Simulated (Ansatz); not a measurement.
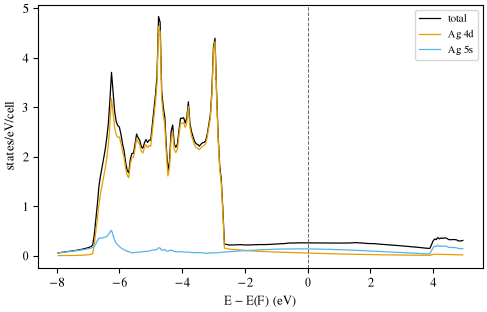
Figure. Total and projected density of states of Ag (fcc (Cu type), Fm-3m), the program Ansatz at the LDA level (PAW)

Q: Which orbitals carry the states next to the Fermi level?

A: Within 0.5 eV of the Fermi level: Ag 5s 52 %, Ag 4d 20 %, outside the projected shells 28 %. Projections are on Löwdin-orthogonalised atomic valence shells; empty p or d shells of many metals are not among them.

Q: Where is the tallest occupied peak in this window, and what makes it?

A: Near -4.8 eV, about 4.8 states/eV per cell; the largest projected share is Ag 4d.

The cell keeps a stress of up to 0.2 GPa. The cell was relaxed with LDA under the symmetry of its start. No spin polarisation was allowed. Spin–orbit coupling is left out wherever it is not named.

Potentials: the earlier of the program's two PAW sets. The files were generated under PBE; for other functionals the program regenerates the frozen cores, and for LDA and PBEsol the local potential too.
